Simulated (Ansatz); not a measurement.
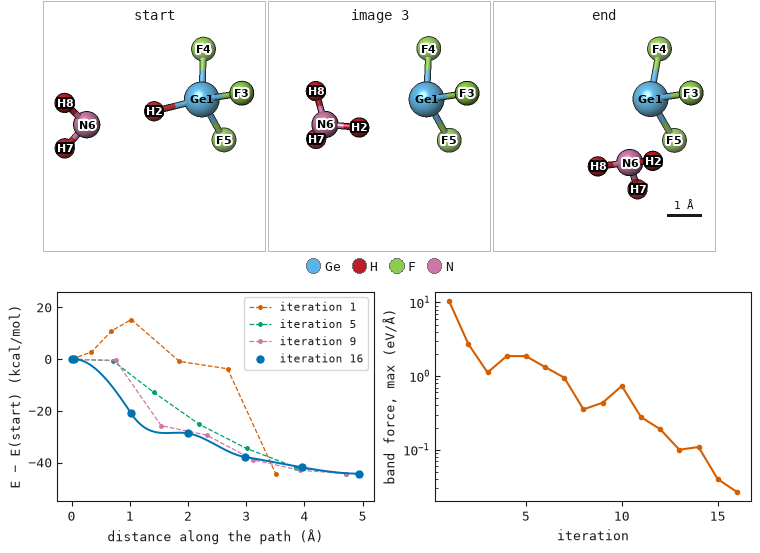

NEB run on GeNH$_{3}$F$_{3}$ (multiplicity 2). Images are numbered from 0 (start) to 6 (end). The plot follows the band through its iterations. A ball-and-stick model, seen at a tilt.

All numbers below come from UKS PBE-D4/def2-SVP in Ansatz. Settings: 5 movable images; climbing image; force threshold 0.03 eV/Å; iteration limit 60; starting path through a guess of the saddle point.

**Judge this run.**

The run is converged, with reservations. The band converged in 16 iterations. The largest component of the band force went from 10 to 0.027 eV/Å. The first iteration put the highest image at 15.4 kcal/mol. No barrier shows: the energy is highest at the start, and the end lies 44.3 kcal/mol below the start.

Cost: 2.2 min on 4 threads of Arm Neoverse V1, on a shared host, peak memory 0.24 GiB.
